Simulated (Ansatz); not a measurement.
**BClFHSi (SMILES FB[Si]Cl): density, localisation and related maps**

The calculation's input:

```
crystal:
  periodic: [false, false, false]
  atoms:
    - {symbol: B, position_ang: [-0.903426, -0.393010, -1.064670]}
    - {symbol: Cl, position_ang: [0.471400, -1.334831, 1.347741]}
    - {symbol: F, position_ang: [-0.125126, -0.266624, -2.138270]}
    - {symbol: Si, position_ang: [-0.354924, 0.532014, 0.708500]}
    - {symbol: H, position_ang: [-1.880714, -1.080870, -1.176511]}
basis:
  gaussian: {orbitals: def2-TZVPD}
magnetization: {spin_polarized: false}
hamiltonian: {xc: {name: PBE0}}
output: {forces: true, orbitals: {seedname: orbitals}}
```

Run with:

```sh
ansatz run input.yaml --threads 2 --pin off --max-ram 4350MiB --events-out events.jsonl --progress --plain --runs-dir runs
```

Geometry: B3LYP-D3(BJ)/6-311G**.

Computed with isolated molecule in a Gaussian basis; Kohn-Sham density functional theory, functional PBE0 in Ansatz.

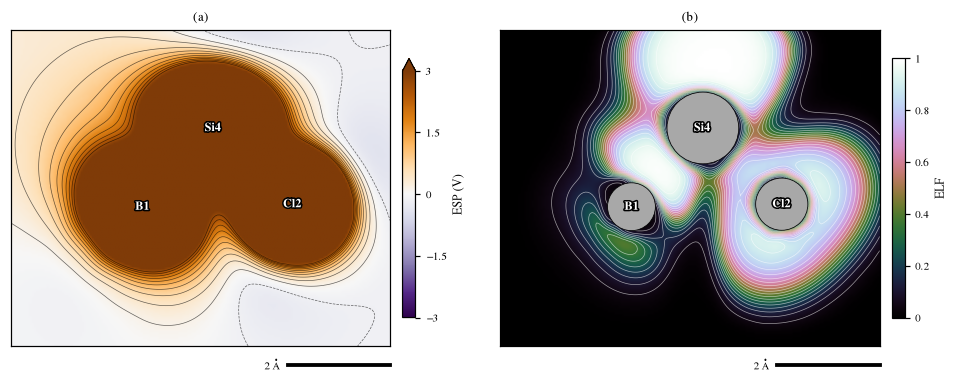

Figure 1. (a) molecular electrostatic potential; (b) electron localisation function on the plane of atoms B1, Si4 and Cl2. Grey discs cover the atomic cores in the ELF map.

### What does the map show?

- The plane passes through B, Cl and Si nuclei.
- Si–B (2.07 Å): the ELF peaks at about 1 between the atoms: localised, covalent bonding.
- Si–Cl (2.14 Å): the ELF peaks at about 0.85 between the atoms: a shared but strongly polarised pair.
- The ELF also peaks beside Cl2 and Si4, away from the bonds: lone-pair regions.
- Outside the dense part of the molecule the potential is most negative (−0.4 V) near Cl2.

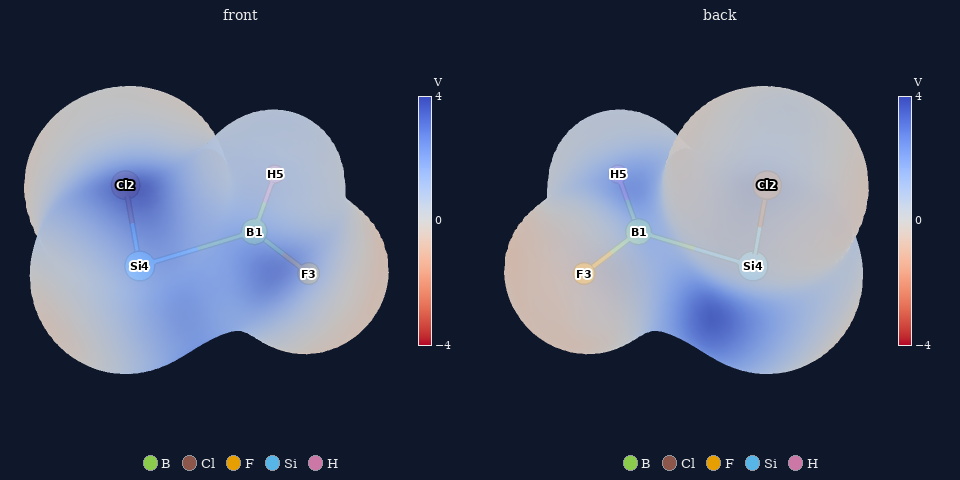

Figure 2. The electrostatic potential painted on the density surface at 0.004 e/bohr³, seen from the front and from behind; red is negative and blue positive.

### Which sites attract a positive test charge, and which a negative one?

A positive charge is drawn to the negative regions and a negative charge to the positive ones. The most negative region (about −0.6 V) lies over F3, the most positive (about +3.5 V) over Si4. Cl2 shows a σ-hole: about +0.3 V at the tip opposite its bond, against about −0.1 V on its flanks.

### What dipole moment does the calculation give?

Its dipole moment is 1.31 D.

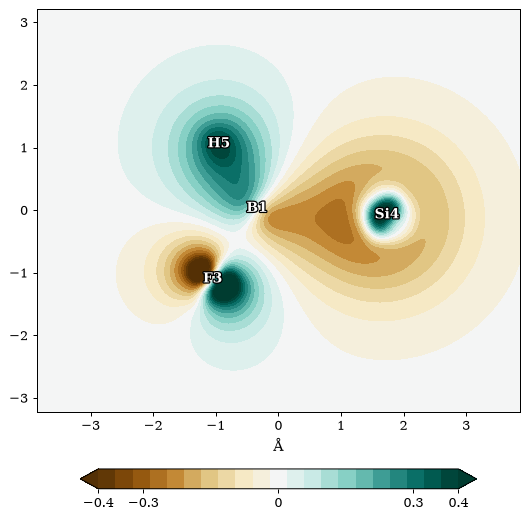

Figure 3. The HOMO−1 on the plane of atoms F3, B1 and Si4 (values in Å⁻³ᐟ²; the overall sign is arbitrary).

### What is the character of this orbital?

It lies mainly on Si4 (about 40 %), Cl2 (about 35 %), B1 (about 10 %), F3 (about 10 %) and H5 (about 5 %). Its energy is −9.52 eV.
